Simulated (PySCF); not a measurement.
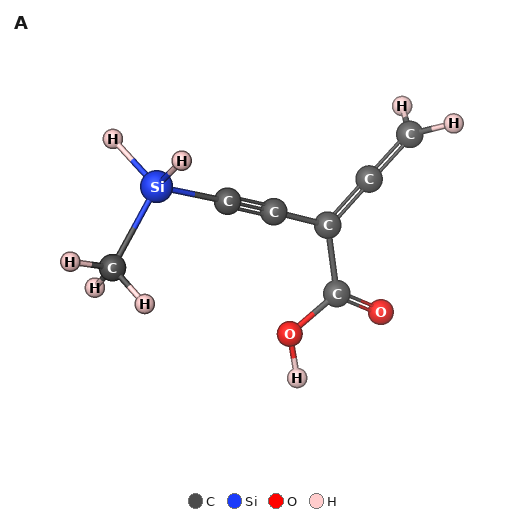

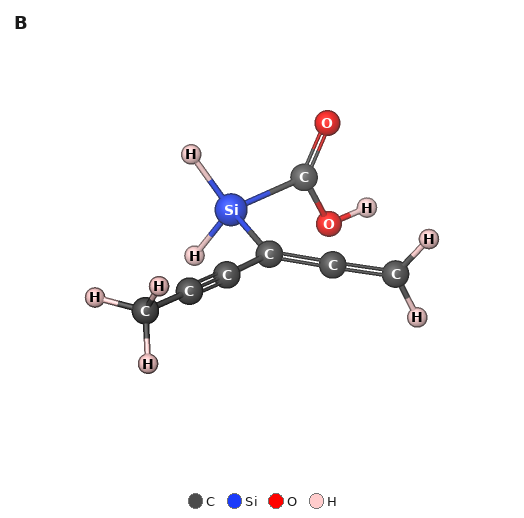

2 stationary structures of one formula. Geometries: GFN2-xTB. Electronic energies: PBE0/pcSseg-1 (PySCF 2.14.0), without zero-point energy. No frequency run is at hand to confirm each as a minimum. Each is one conformer, not always the lowest.

Are they conformers, stereoisomers or constitutional isomers?

Answer. They are constitutional isomers of C7H8O2Si: A `C=C=C(C#C[SiH2]C)C(=O)O`, B `C=C=C(C#CC)[SiH2]C(=O)O`.

Which is lowest in energy, and by how much?

Answer. A is lowest; B lies 0.471 eV above it.

The geometry is semi-empirical. Around Si such bond lengths and angles can be off by a tenth of an ångström or more and by several degrees, and values that hang on the shape move with them.
